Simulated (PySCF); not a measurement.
C3H3F2O3 (SMILES O=C([O-])COC(F)F) (charge −1)

| atom | x (Å) | y (Å) | z (Å) |
| --- | --- | --- | --- |
| O | 1.7938 | -2.0101 | -0.8878 |
| C | 0.8788 | -1.2143 | -0.9369 |
| O | 0.0192 | -0.9597 | -1.7809 |
| C | 0.7740 | -0.2813 | 0.4452 |
| O | -0.4951 | 0.4653 | 0.6103 |
| C | -1.6484 | -0.0957 | 0.2800 |
| F | -2.3393 | -0.3995 | 1.5056 |
| F | -2.4262 | 0.9069 | -0.1374 |
| H | 1.1904 | -0.8285 | 1.3400 |
| H | 1.5631 | 0.3746 | 0.2397 |
| H | -1.8041 | -0.9867 | -0.3954 |

Geometry: GFN2-xTB, MD frame at 250 fs, 400 K.

Computed with PBE0/pcSseg-1, SCF density, gas phase, non-relativistic (PySCF).

### What can the converged electron density and electron localisation function tell about the bonding?

C–O (1.21 Å): the density is about 3.2 e/Å³ at the midpoint; the ELF peaks at about 0.85 between the atoms; a short, multiple covalent bond.
C–F (1.34 Å): the density is about 2.4 e/Å³ at the midpoint; the ELF peaks at about 0.85 between the atoms; a shared but strongly polarised pair.
C–F (1.44 Å): ρ is about 1.8 e/Å³ halfway, with its minimum of 1.5 e/Å³ about 0.5 Å from C; the ELF peaks at about 0.80 between the atoms (a polar covalent bond).

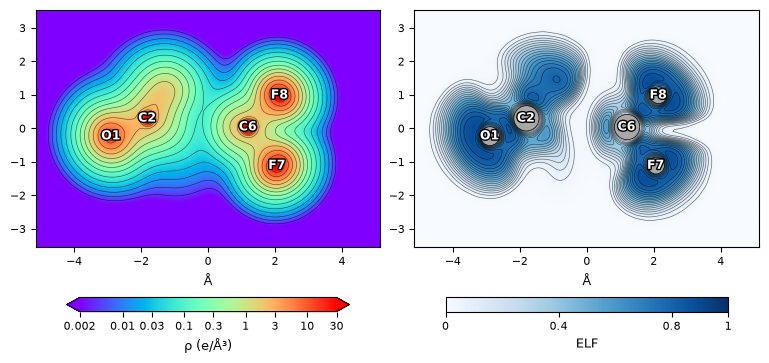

Computed electron density and electron localisation function on the plane of atoms F7, C6 and F8, in this order. Grey discs cover the atomic cores in the ELF map. 
